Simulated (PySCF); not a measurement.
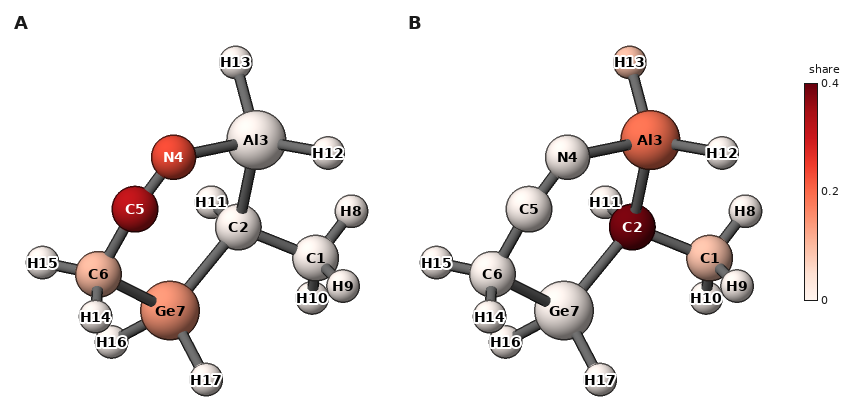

Each panel colours the atoms by their Löwdin share in one orbital (up to four of the largest shares; other atoms are shown as zero). The computed structure is the end point of a GFN2-xTB optimisation. No frequency run is at hand to confirm it as a minimum. Level of theory: B3LYP/def2-SVPD (PySCF 2.14.0).

The panels show the HOMO, LUMO, in some order. Which is which?

A: LUMO, −1.36 eV; C5 0.31, N4 0.23, Ge7 0.14, C6 0.10
B: HOMO, −6.74 eV; C2 0.38, Al3 0.19, H13 0.09, C1 0.09

The geometry is semi-empirical. Around Al, Ge such bond lengths and angles can be off by a tenth of an ångström or more and by several degrees, and values that hang on the shape move with them.
